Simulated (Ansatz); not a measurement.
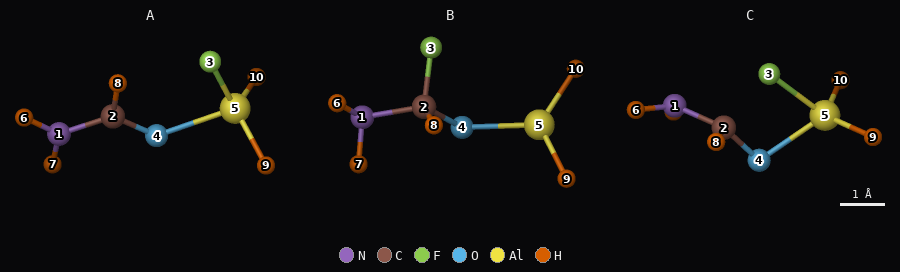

3 geometries from one relaxation of CH$_{5}$AlFNO, in shuffled order. A ball-and-stick model, seen face on.

The run prepares an end point of a later path (inversion) calculation, from a guessed geometry.

All numbers below come from RKS B3LYP-D4/def2-SVP (Ansatz 0.2.0). Settings: no spin polarisation; force threshold 0.015 eV/Å; at most 40 steps.

**Put them in the order of the run, from the start to the converged end.**

B, C, A. They are steps 0, 16, 34, at +274.7 kJ/mol, +134.7 kJ/mol relative to the last. Over 33 accepted moves (34 points after the start) the energy falls by 274.7 kJ/mol. Largest force component: 2.9 eV/Å at the start, 0.0027 eV/Å at the end. The line search rejected the trial step at point 29 of the run. The largest move after the best rigid fit is that of F3, 2.07 Å. By element the largest moves are F 2.07 Å, H 1.05 Å, O 0.48 Å, Al 0.47 Å, N 0.40 Å, C 0.34 Å. Some distances before and after: C2–F3 1.369 → 2.779 Å, F3–Al5 3.089 → 1.713 Å, C2–O4 1.437 → 1.242 Å, N1–C2 1.483 → 1.329 Å. New bonds form, among them: F3–Al5 (3.09 → 1.71 Å). Bonds break, among them: C2–F3 (1.37 → 2.78 Å). Bond angles that change, for instance: O4–Al5–H9 120.3° → 103.3°, C2–N1–H7 103.6° → 119.9°, O4–Al5–H10 117.0° → 103.4°. Cost: 3.3 min on 2 threads of Intel(R) Xeon(R) Processor @ 2.50GHz (Skylake/Cascade Lake), on a shared host, peak memory 0.22 GiB.
